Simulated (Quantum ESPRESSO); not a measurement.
Cost against accuracy: ecutwfc for NbPd₃ (I4/mmm, 4 atoms in the cell)

```yaml
crystal:
  lattice:
    - [1.95827, -1.95827, 4.01803]
    - [1.95827, 1.95827, 4.01803]
    - [-1.95827, -1.95827, 4.01803]
  atoms:
    - { symbol: Nb, position: [0.00000, 0.00000, 0.00000] }
    - { symbol: Pd, position: [0.00000, 0.50000, 0.50000] }
    - { symbol: Pd, position: [0.50000, 0.25000, 0.75000] }
    - { symbol: Pd, position: [0.50000, 0.75000, 0.25000] }
```

Method: PBEsol, GBRV 1.5 ultrasoft (PBESOL) pseudopotentials (plane waves; Quantum ESPRESSO 7.5).

Base settings: ecutwfc = 40 Ry; ecutrho = 320 Ry; occupations = smearing; smearing = cold; degauss = 0.0036749 Ry; potentials = {Nb: nb_pbesol_v1.uspp.F.UPF, Pd: pd_pbesol_v1.4.uspp.F.UPF}; K_POINTS = automatic 9 9 9 0 0 0; conv_thr = 1e-10 Ry; mixing_beta = 0.7.

Misses are taken against the tightest run, 70 Ry (ecutrho: 320 Ry → 560 Ry), which need not be fully converged itself. The energy is the free energy per atom.

The count of work is k-points × plane waves × bands × iterations; it is no time, and leaves out set-up, grids and terms that scale otherwise. Core times come from one kind of shared machine and are given to one figure; runs under 30 s give none.

The starting cell comes from a database of computed structures (which also holds hypothetical and non-ambient phases and stackings), without a prior relaxation at this level. Spin polarisation is off. In the base run, with a pressure of about -6 GPa the cell is away from its equilibrium volume at this level.

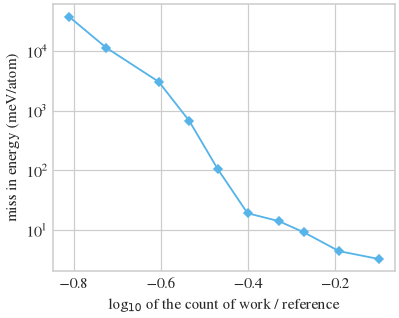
Figure. Miss against the count of work; the reference run is not drawn, and misses under 0.1 meV/atom are drawn there.

```csv
ecutwfc,energy less reference (meV/atom),pressure less reference (GPa),count of work / reference,core time / reference (rough)
16 Ry (ecutrho: 320 Ry → 128 Ry),37822.47,-1178.76,0.15,0.2
20 Ry (ecutrho: 320 Ry → 160 Ry),11352.95,-492.84,0.19,0.3
24 Ry (ecutrho: 320 Ry → 192 Ry),3056.03,-180.69,0.25,0.3
28 Ry (ecutrho: 320 Ry → 224 Ry),675.00,-54.66,0.29,0.3
32 Ry (ecutrho: 320 Ry → 256 Ry),106.73,-11.58,0.34,0.4
36 Ry (ecutrho: 320 Ry → 288 Ry),19.16,-1.03,0.40,0.4
40 Ry,14.14,0.12,0.47,0.5
46 Ry (ecutrho: 320 Ry → 368 Ry),9.18,-0.20,0.53,0.5
52 Ry (ecutrho: 320 Ry → 416 Ry),4.43,0.04,0.64,0.9
60 Ry (ecutrho: 320 Ry → 480 Ry),3.27,0.09,0.80,1.0
70 Ry (ecutrho: 320 Ry → 560 Ry),0.00,0.00,1.0,1
```

The last two settings still differ by 3.3 meV/atom, so the table cannot show that the reference is converged.

Coarsest setting among those run that, with all tighter ones, holds the energy within 10 meV/atom of the reference: 46 Ry (ecutrho: 320 Ry → 368 Ry), off by 9.2 meV/atom; its saving against the reference is no more than about a factor of 2 in the count of work.

The step from 24 Ry (ecutrho: 320 Ry → 192 Ry) to 60 Ry (ecutrho: 320 Ry → 480 Ry): it takes the miss in the energy from 3100 to 3.3 meV/atom, for 3.2 times the count of work and roughly 3 times the time.
